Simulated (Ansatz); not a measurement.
**Molecular dynamics, with input and output: C$_{2}$H$_{3}$N (part 3 of 3)**

The same run, continued: C$_{2}$H$_{3}$N (disordered cell, 36 atoms in the cell); DFT PBE-D3(BJ), scalar-relativistic, plane waves, PAW, no spin polarisation (Ansatz 0.2.0); cutoff 420 eV, 1×1×1 k-mesh, Fermi–Dirac smearing of 0.05 eV. It belongs to a series of runs on one base structure; here: dynamics from the last frame of the run before.

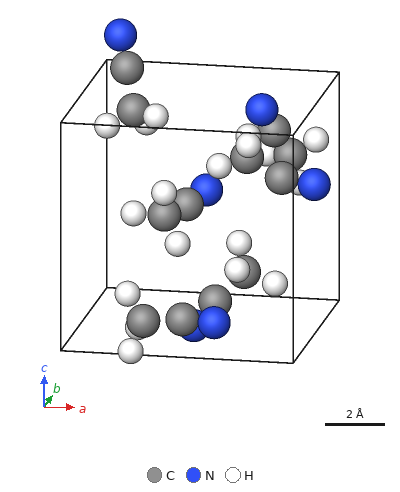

Fig. 1: The geometry at step 240 of the log (spheres-only view of the cell of the calculation, seen slightly off an axis).

Trajectory as extended XYZ, continued:
```
36
Lattice="8.0517 0.0000 0.0000 0.0000 8.0517 0.0000 0.0000 0.0000 8.0517" Properties=species:S:1:pos:R:3:forces:R:3 step=80 time_fs=40.0 energy=-5599.52049 temperature=751.0
C     5.5856    3.0222    2.2453   -0.6268  -0.9931  -1.1746
C     4.6227    3.6808    1.3513   -0.8850  -0.6086   0.7452
N     3.6901    4.0235    0.7361    0.9626  -0.0735   0.2455
H     6.4618    2.8430    1.6625    1.2700   0.3084  -0.3950
H     5.8381    3.5529    3.1375    0.0642   0.5597   0.6380
H     5.3236    1.9474    2.4306   -0.5275   0.8186   0.1750
C     1.3865    5.0105    6.9452   -0.9358  -0.9189   2.1811
C     0.8936    5.6161    8.2292   -0.7978  -0.0980   1.1024
N     0.3580    6.0205    9.2071    1.6568  -0.7841  -1.7119
H     2.1761    4.2216    7.1907   -0.8733   1.1703  -0.4723
H     0.4902    4.5672    6.4574    0.5197   0.0619   0.2244
H     1.7148    5.8132    6.3327    0.7709   0.7063  -0.6367
C     2.6423    0.6198    0.6000   -1.0663   0.6333  -0.2116
C     4.0159    0.2828    0.9018   -0.4853  -0.1028  -0.0829
N     5.1231   -0.0035    1.1019    0.0825   0.3405   0.2611
H     2.0562   -0.2489    0.2428    0.6308   0.1634  -0.9026
H     1.9960    0.7195    1.4908    0.6667   0.6922   0.3967
H     2.5708    1.5774   -0.0369   -0.0079  -1.4810   0.7382
C     6.5704    2.2074    6.8216   -0.2771   0.8433  -2.0072
C     7.5026    2.2639    5.6712   -2.5720   0.4911   2.5422
N     8.3211    2.6431    4.9749    2.0135   0.3489  -2.2279
H     6.9452    1.4144    7.3643    1.0623  -1.4800   2.3003
H     6.4879    3.2054    7.3211    0.1057  -0.8134  -0.2976
H     5.6093    1.7656    6.5586   -0.4743   0.4851  -0.3788
C     6.6655    6.7742    4.9482   -1.2316   3.4116   1.8776
C     6.3637    6.4460    6.3545    0.6454  -0.2980   1.9089
N     6.2645    6.2108    7.5172   -0.3041   0.1869  -3.1652
H     6.9452    5.9722    4.3838    0.7377  -2.3680  -1.6388
H     5.7738    7.2739    4.5334   -0.2301  -0.5863  -0.1886
H     7.3849    7.6140    4.8129    0.2554  -0.6309   0.5447
C     2.5603    4.8945    4.0740    1.1671  -2.5884  -2.2831
C     3.1840    6.1119    4.1374    0.6456   3.5853   0.7745
N     3.6047    7.1800    4.3223    0.1984   0.0914  -0.1951
H     1.5252    4.9646    4.3370   -0.5625  -0.4958   0.7891
H     2.5241    4.6920    2.9524    0.1356  -0.5152   1.0183
H     3.3205    4.2203    4.6029   -1.7333  -0.0621  -0.4934
36
Lattice="8.0517 0.0000 0.0000 0.0000 8.0517 0.0000 0.0000 0.0000 8.0517" Properties=species:S:1:pos:R:3:forces:R:3 step=160 time_fs=80.0 energy=-5599.42978 temperature=731.6
C     5.6214    3.2316    2.1292   -0.6694   0.0910   1.1236
C     4.6263    3.5751    1.1150   -1.2095   0.5945   0.0281
N     3.8512    3.9592    0.3203    0.8364  -0.8188   0.9576
H     6.2245    4.1704    2.2789    0.0252  -1.0305  -0.0976
H     5.2230    2.8340    3.1492    0.0467   0.9947  -1.5791
H     6.1164    2.3291    1.7711    0.8271   0.1077  -0.1183
C     1.3914    5.2054    6.9598    2.9436   0.1292   2.2180
C     0.9538    5.5649    8.3376    0.0565  -0.0050  -0.5577
N     0.6824    6.0122    9.3829    0.1544  -0.5366  -0.5730
H     1.5204    4.1455    6.7512   -0.4686  -0.3605   0.4051
H     0.7733    5.6250    6.2205   -0.7416   0.8524  -0.9814
H     2.5174    5.5338    6.9451   -1.8852  -0.0723  -0.3127
C     2.6783    0.6086    0.8231    1.2843  -1.5246   2.3331
C     4.0888    0.2240    0.9951   -4.7390   1.0989  -0.6931
N     5.1866    0.1179    1.2121    4.6761  -0.6001   0.7238
H     2.1933   -0.1954    0.3101   -0.7475  -0.1941  -0.5959
H     2.2841    0.6457    1.8818    0.0160   0.1302  -0.9642
H     2.6976    1.5587    0.3703   -0.4749   1.2973  -0.8247
C     6.2906    1.9891    6.7418   -0.1252  -1.9826   1.5031
C     7.4353    2.4209    6.0311    2.2661  -0.1319  -2.2008
N     8.2419    2.5908    5.1823   -0.9981   0.1053   1.5805
H     6.4662    0.9632    7.3698   -0.5247   1.4557  -2.2073
H     6.1122    2.5284    7.6639   -0.4789   1.1123  -0.3306
H     5.5141    2.0731    5.9255   -0.0807  -0.6377   1.4474
C     6.5457    6.8315    5.1624    0.7139  -0.6648   0.4287
C     6.2418    6.2641    6.5552    1.1022  -0.1729  -3.1760
N     6.0822    5.6910    7.5460   -0.1536  -0.0417   0.6434
H     6.9907    6.1686    4.2608   -0.4402   0.7893   2.5330
H     5.5747    7.0650    4.7406   -0.3105   0.7899  -0.0974
H     7.1878    7.7401    5.3484   -0.6043  -0.7037  -0.6127
C     2.5753    5.0514    3.7842   -2.2929  -0.5838  -0.6064
C     3.1709    6.3203    3.9101   -1.7590  -3.3173   0.3323
N     3.6891    7.3156    3.9697    1.9791   4.3813   0.3262
H     1.4578    5.0851    3.6853    0.6036   0.4575   0.1081
H     2.8564    4.6775    2.8270    0.4515  -0.6831  -0.9778
H     2.7153    4.3041    4.5354    0.7213  -0.3251   0.8146
36
Lattice="8.0517 0.0000 0.0000 0.0000 8.0517 0.0000 0.0000 0.0000 8.0517" Properties=species:S:1:pos:R:3:forces:R:3 step=240 time_fs=120.0 energy=-5599.27464 temperature=696.6
C     5.6307    3.6273    2.0860    0.2466   0.9580  -1.2926
C     4.6390    3.5856    1.0073    0.5291   0.6864   0.7863
N     3.9046    3.5679    0.1149   -0.7863  -0.3109  -0.1207
H     5.3318    4.2878    2.9146    0.1096   0.1162  -0.3064
H     5.5943    2.6285    2.4380    0.6560  -1.3126   0.7336
H     6.6430    3.9304    1.6471   -1.1683  -0.3745   0.6346
C     1.4413    5.4534    7.0680    0.4213   0.9667  -0.4322
C     1.1659    5.7120    8.4697   -0.0069   0.0371  -1.9141
N     0.9147    5.8357    9.5827   -0.7857   0.4461   0.9929
H     0.6408    4.8543    6.6366   -0.1933   0.0037  -0.1718
H     1.7130    6.3423    6.4037   -0.6552  -0.6515   1.0161
H     2.3283    4.8492    7.0633    0.7245  -0.6791  -0.0589
C     2.7524    0.5504    1.0522   -2.6525   1.6752  -3.0161
C     4.1272    0.4552    1.2086    3.5559  -0.7993  -0.2037
N     5.2775    0.1961    1.2271   -1.5429   0.6659   0.1235
H     2.4368   -0.0649    0.1397    0.0789  -0.2997   1.7435
H     2.2050    0.5668    1.9780   -0.4991  -0.9236   0.3524
H     2.3756    1.5034    0.5520    1.1055  -0.1355   0.7013
C     6.0928    1.8468    6.6657    0.5895   2.1997   0.4358
C     7.2168    2.2218    5.8861    1.3041   0.2190  -0.4929
N     8.2537    2.6705    5.5870   -0.3566  -0.2914  -0.5059
H     6.2987    1.0341    7.3216    0.0136  -0.4624   0.9257
H     5.9357    2.8627    7.1035    0.3394  -0.5715   1.1514
H     5.1214    1.8526    6.2934   -1.7204  -0.9353  -1.7172
C     6.5796    6.9099    5.3711   -3.1197  -0.1705   3.1915
C     6.2134    5.9171    6.4856    0.1924   0.4649  -0.8573
N     5.9316    5.2274    7.3907    0.7966   1.0071  -1.2433
H     6.9933    6.4870    4.5249    0.4029  -1.3512  -2.0824
H     5.6383    7.5405    5.1837    1.3106  -0.7954  -0.1155
H     7.3599    7.4926    5.7829    0.8661   1.1151   0.6162
C     2.5817    5.0895    3.5387   -0.3338   0.0734  -1.1119
C     3.0901    6.4492    3.5551    1.4250   0.7463   1.7432
N     3.5639    7.4984    3.7988   -0.7862  -1.1344  -0.4184
H     1.4652    5.3137    3.4598    1.2037  -1.2043  -0.6879
H     3.1553    4.5040    2.7015   -1.8266   0.8662   1.0921
H     2.6839    4.5335    4.4653    0.5623   0.1564   0.5093
36
Lattice="8.0517 0.0000 0.0000 0.0000 8.0517 0.0000 0.0000 0.0000 8.0517" Properties=species:S:1:pos:R:3:forces:R:3 step=320 time_fs=160.0 energy=-5599.37193 temperature=718.8
C     5.5826    4.0599    1.9179    1.4368  -2.0744   0.8616
C     4.5614    3.5601    1.0461   -0.0386   0.7827  -0.0673
N     3.7101    3.1807    0.3578   -0.0796   0.6358  -0.3158
H     5.3462    3.7075    2.9364   -0.0738  -0.0127  -0.0183
H     6.5542    3.4954    1.6938   -0.9563   0.9715   0.0195
H     5.7315    5.1231    1.9947    0.0148   0.6222  -0.5762
C     1.6655    5.6398    7.1119   -0.7926   0.3308  -0.4467
C     1.1576    5.7043    8.4456   -0.2541   0.2979   1.2545
N     0.7428    5.8725    9.5205   -0.0139  -0.2266  -0.1708
H     0.8209    6.1199    6.5067    1.4863  -0.5930   0.1366
H     2.6355    6.1676    7.0892   -0.3438   0.0308  -0.3724
H     1.8191    4.5849    6.8631   -0.0661  -0.0303  -0.3785
C     2.7825    0.6715    1.1188    0.1159  -0.1079  -0.0771
C     4.1769    0.4420    1.1694    3.2373  -0.5935   0.8226
N     5.3538    0.4378    1.3133   -2.1551  -0.2339  -0.4742
H     2.2524    0.0483    0.4421   -0.3491  -0.3566  -1.3231
H     2.3212    0.3981    2.0414   -0.2303   0.2900   1.1513
H     2.8036    1.7307    0.8710   -1.0668   0.2797  -0.1511
C     5.9106    1.7784    6.3521   -0.4502  -0.6068   2.1105
C     7.2530    2.3415    6.1419   -3.1406  -2.2267   0.5365
N     8.2178    2.5939    5.5937    3.1025   1.2488  -1.0276
H     5.7508    1.1142    7.3804    0.7675   1.6725  -2.2973
H     5.3066    2.7186    6.5172   -0.2093  -1.1925  -0.4915
H     5.6566    1.0755    5.4828   -0.0259   1.6683   1.0284
C     6.5992    6.8841    5.4058    3.2207  -1.5292  -0.5387
C     6.2364    5.8150    6.3555   -0.2470  -1.3159   1.3681
N     6.1184    4.8725    7.0785    0.1891   2.8078  -2.0225
H     6.9886    6.2692    4.4684   -0.2821   1.3404   1.5595
H     5.9242    7.5864    5.0008   -1.7362   0.1025  -0.2406
H     7.4306    7.6124    5.8157   -1.0485  -1.6766  -0.5344
C     2.7859    4.9475    3.6632    1.7932   1.5503   1.3080
C     3.1393    6.3981    3.7960   -0.0223   3.8936  -0.9750
N     3.3229    7.6017    3.7692   -0.5053  -5.3592   0.7987
H     1.8327    4.7799    4.0969   -0.9241  -0.2925   1.2328
H     2.5912    4.6218    2.6781    0.3696  -0.0050  -1.6329
H     3.6223    4.3829    4.1289   -0.7218  -0.0925  -0.0566
36
Lattice="8.0517 0.0000 0.0000 0.0000 8.0517 0.0000 0.0000 0.0000 8.0517" Properties=species:S:1:pos:R:3:forces:R:3 step=400 time_fs=200.0 energy=-5599.59696 temperature=767.7
C     5.6346    4.3906    1.7640    0.9167   0.5662   0.4818
C     4.5179    3.7483    1.1752   -1.6968   0.0489  -0.9328
N     3.5704    3.4117    0.5747    0.7738  -0.0027   0.5827
H     6.3148    3.6312    2.2493   -0.1515   1.0109  -0.6796
H     6.0246    5.0828    0.9779    0.6977  -1.0440   0.2069
H     5.3405    5.1773    2.4738   -0.2836  -0.4442   0.4490
C     1.8789    5.6324    7.2566   -0.6046  -0.1939  -2.4767
C     1.1056    5.8516    8.3929   -1.0106  -0.7606   1.6434
N     0.4947    5.8132    9.3791   -0.1637   0.3914   0.2691
H     2.1353    6.5532    6.7900   -0.2106   1.3184  -0.8714
H     2.8541    5.3055    7.5014    1.0253  -1.3106   0.4498
H     1.3351    4.9971    6.4831    0.7176   0.3546   1.0071
C     2.7448    0.4738    1.0602   -0.5973  -0.8143   2.1823
C     4.1853    0.5758    1.3078   -5.2662   0.0381  -0.7611
N     5.3027    0.4519    1.3087    4.9452  -0.2437   0.3690
H     2.6127   -0.3440    0.3216   -0.0732   0.7480   0.2047
H     2.2411    0.0950    2.0570    0.8168   0.6988  -1.7409
H     2.2764    1.4354    0.7905    0.2771  -0.3529  -0.1970
C     5.7960    1.9344    6.0727    1.0799   1.0724  -2.0764
C     7.1842    2.2668    5.7304    2.6685   1.2948   1.7153
N     8.3071    2.6505    5.8781   -2.7770  -1.1630  -1.1296
H     5.7867    1.5066    7.0112    0.1571  -2.1755   2.0015
H     5.2971    2.8289    6.3930   -0.4637   1.1858  -0.5953
H     5.3071    1.4321    5.2556   -0.6113  -0.4668  -0.0651
C     6.6397    6.7268    5.1513    0.1745  -1.6566   0.0556
C     6.5360    5.5755    6.0496   -0.5410   2.2195  -0.5586
N     6.1799    4.8013    6.8182   -0.1457  -1.1184   0.9340
H     7.4609    6.4775    4.5066    0.8087   0.4399  -0.7057
H     5.7478    6.6735    4.5303   -0.2999   0.4986  -0.1159
H     6.7715    7.6814    5.6549   -0.0039   0.0492   0.1712
C     2.9498    4.7676    3.9663    0.8775   0.0079   0.8550
C     3.0287    6.3127    4.0646   -1.3491  -6.3156  -0.1215
N     3.2232    7.4199    4.2046    0.5712   3.5244   0.3738
H     2.6051    4.1241    4.8758   -0.2298   1.7622  -1.0883
H     2.4316    4.3322    3.0415    0.9248   0.9540   1.0191
H     4.0565    4.5274    4.0671   -0.9529  -0.1212  -0.8554
```
